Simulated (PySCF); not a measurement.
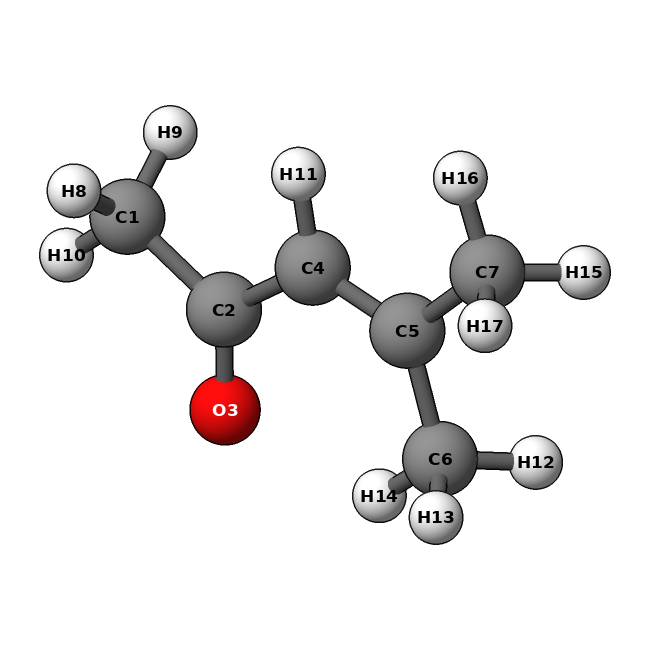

Computed geometry: PBE0-D3(BJ)/def2-SVP optimisation. No frequency run is at hand to confirm it as a minimum. Level of theory: GIAO BLYP/pcSseg-1 NMR shielding, non-relativistic, gas phase (PySCF 2.14.0). Principal shieldings σ11 ≤ σ22 ≤ σ33, span Ω = σ33 − σ11, skew κ = 3(σiso − σ22)/Ω.

Give the shielding tensors of the O atoms.

```tsv
atom	σ11	σ22	σ33	σiso	Ω	κ
O3	−871.6	−365.6	335.0	−300.7	1206.6	0.16
```

Shieldings and span in ppm.
